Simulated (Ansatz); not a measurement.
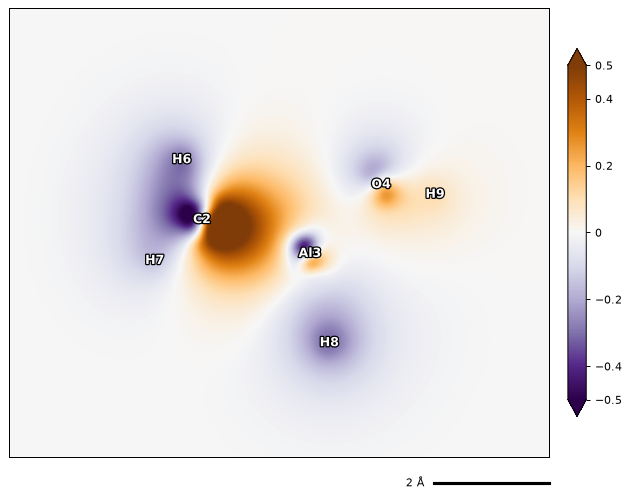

Figure 1: CH5AlO2. The HOMO on the plane of atoms C2, Al3 and H8 (values in Å⁻³ᐟ²; the overall sign is arbitrary).

These are results of Ansatz 0.2.0, UKS B3LYP/def2-SVP, not measurements.

```json
{"atom": "O", "x (Å)": "-0.6311", "y (Å)": "0.4961", "z (Å)": "-0.9691"}
{"atom": "C", "x (Å)": "0.8790", "y (Å)": "0.4201", "z (Å)": "-0.7795"}
{"atom": "Al", "x (Å)": "-0.0582", "y (Å)": "-0.5581", "z (Å)": "0.6202"}
{"atom": "O", "x (Å)": "-0.3837", "y (Å)": "0.2373", "z (Å)": "2.1032"}
{"atom": "H", "x (Å)": "-0.9198", "y (Å)": "0.1961", "z (Å)": "-1.8421"}
{"atom": "H", "x (Å)": "1.2575", "y (Å)": "1.4479", "z (Å)": "-0.7062"}
{"atom": "H", "x (Å)": "1.3331", "y (Å)": "-0.1011", "z (Å)": "-1.6342"}
{"atom": "H", "x (Å)": "-0.4209", "y (Å)": "-2.0846", "z (Å)": "0.4029"}
{"atom": "H", "x (Å)": "-0.9676", "y (Å)": "-0.1001", "z (Å)": "2.7876"}
```

### Describe this orbital and give its energy.

It lies mainly on C2 (about 45 %), Al3 (about 20 %), O1 (about 15 %) and H8 (about 5 %). Its energy is −7.03 eV.
